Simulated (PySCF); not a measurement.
C6H9NOSi (SMILES CO[SiH2]c1ccncc1)

```xyz
18

C     3.4269    0.3565    0.1336
O     2.0288    0.2988    0.1567
Si    1.0877   -0.3313   -1.0600
C    -0.7012   -0.1508   -0.5403
C    -1.3770    1.0713   -0.6500
C    -2.7050    1.1563   -0.2336
N    -3.3841    0.1268    0.2658
C    -2.7510   -1.0379    0.3691
C    -1.4235   -1.2293   -0.0159
H     3.8023    0.9907   -0.6911
H     3.7785    0.7909    1.0814
H     3.8844   -0.6451    0.0289
H     1.3290    0.4196   -2.3327
H     1.3985   -1.7802   -1.2712
H    -0.8807    1.9578   -1.0546
H    -3.2461    2.1069   -0.3099
H    -3.3298   -1.8731    0.7810
H    -0.9645   -2.2156    0.0944
```

Geometry: PBE0-D3(BJ)/def2-SVP.

Computed with PBE0/pcSseg-1, SCF density, gas phase, non-relativistic in PySCF.

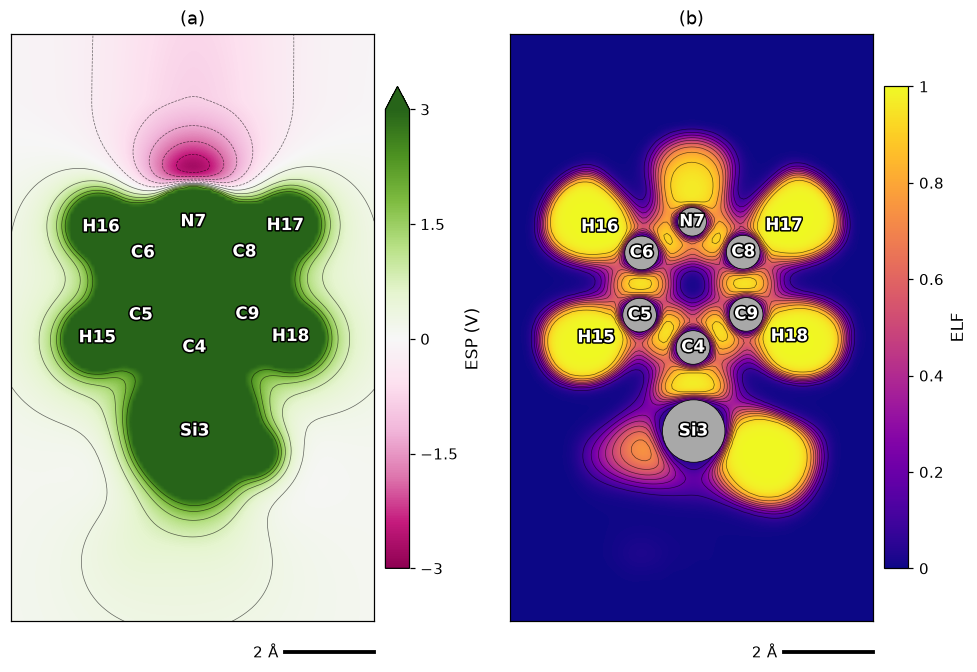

Figure 1. (a) molecular electrostatic potential; (b) electron localisation function on the plane of atoms Si3, C4 and C9. Grey discs cover the atomic cores in the ELF map.

Question: Describe what can be read from this map.

Answer: The section cuts through Si, C, N and H sites. C–N (1.33 Å): the ELF peaks at about 0.90 between the atoms: a covalent bond. C–C (1.39 Å): the ELF peaks at about 0.95 between the atoms, as expected for localised, covalent bonding. C–Si (1.87 Å): the ELF peaks at about 1 between the atoms: a covalent bond. C–H (1.09 Å): the ELF climbs to about 1 towards the hydrogen, as it does in any bond to H; an ordinary covalent bond to hydrogen. The ELF also peaks beside N7, away from the bonds: lone-pair regions. Outside the dense part of the molecule the potential is most negative (−2.7 V) near N7.

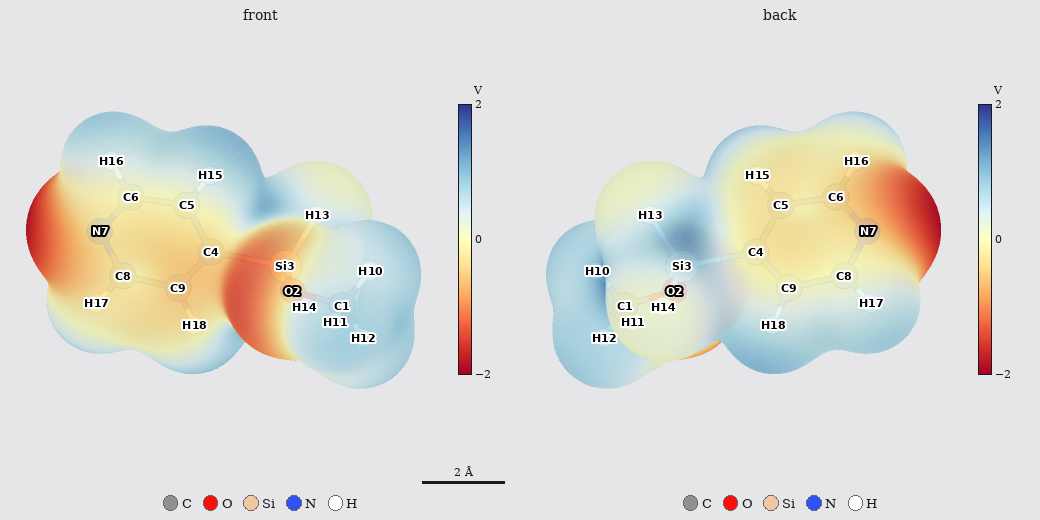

Figure 2. The molecular electrostatic potential painted on the density surface at 0.002 e/bohr³, seen from the front and from behind; the colour scale runs from red (negative) to blue (positive).

Question: Which sites attract a positive test charge, and which a negative one?

Answer: A positive charge is drawn to the negative regions and a negative charge to the positive ones. The most negative region (about −1.8 V) lies over N7, the most positive (about +1.3 V) over Si3. N7 is the likeliest acceptor of a hydrogen bond.

Question: How polar is the molecule by this calculation?

Answer: Its dipole moment is 2.77 D.
